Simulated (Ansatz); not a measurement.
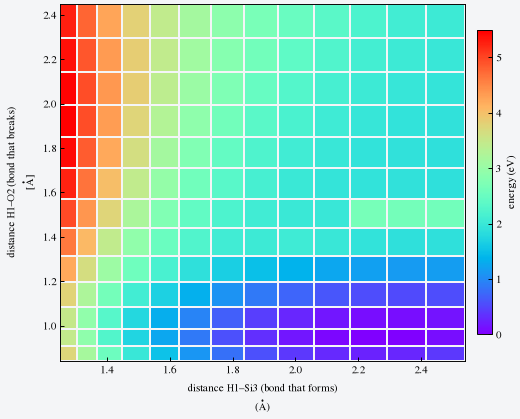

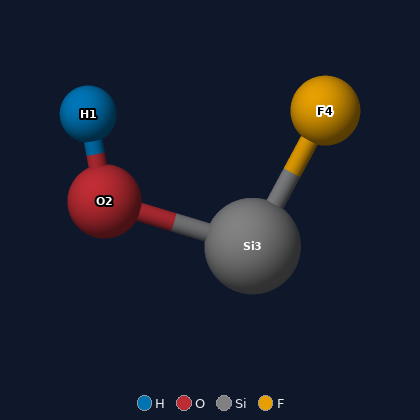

Energy landscape of the reacting system FHOSi (one molecule; an intramolecular 1,2-shift). The first coordinate is: distance H1–Si3 (bond that forms); the second: distance H1–O2 (bond that breaks). Relaxed at each point: all other coordinates. The scan uses a 13 × 13 grid. Points are written as (first, second). Energies are in eV, from the lowest grid point. Energies and slopes of some neighbouring points disagree (a jump in structure or state, or too coarse a mesh). The reference is spin-restricted, so regions where a bond is pulled apart into radicals lie too high. Theory: Ansatz 0.2.0, RKS PBE0-D4/def2-TZVP.

The picture shows one coloured cell a grid point. The second picture is the structure at the lowest point.

**Where are the lowest and the highest points?**

The lowest grid point is at (2.233 Å, 0.940 Å). The highest grid point, (1.278 Å, 1.920 Å), lies 5.49 eV above the lowest.

The input of one point:

```yaml
crystal:
  periodic: [false, false, false]
  atoms:
    - { symbol: H, position_ang: [-0.810742, 0.740129, 0.508194] }
    - { symbol: O, position_ang: [-0.946661, 0.091057, -0.158012] }
    - { symbol: Si, position_ang: [0.33869, -0.773696, -0.663739] }
    - { symbol: F, position_ang: [1.418614, -0.057589, 0.313557] }
basis:
  gaussian: { orbitals: def2-TZVP }
hamiltonian:
  xc: pbe0
  dispersion: d4
output:
  forces: true
relax:
  f_tol: 0.02
  max_steps: 50
  escape_saddle: false
  constraints: [{ distance: [0, 2] }, { distance: [0, 1] }]
scf:
  lower_state_search: "off"
```

Time for the 169 points that were run: 11 min on 1 thread of Intel(R) Xeon(R) 6975P-C (Granite Rapids), on a shared host.
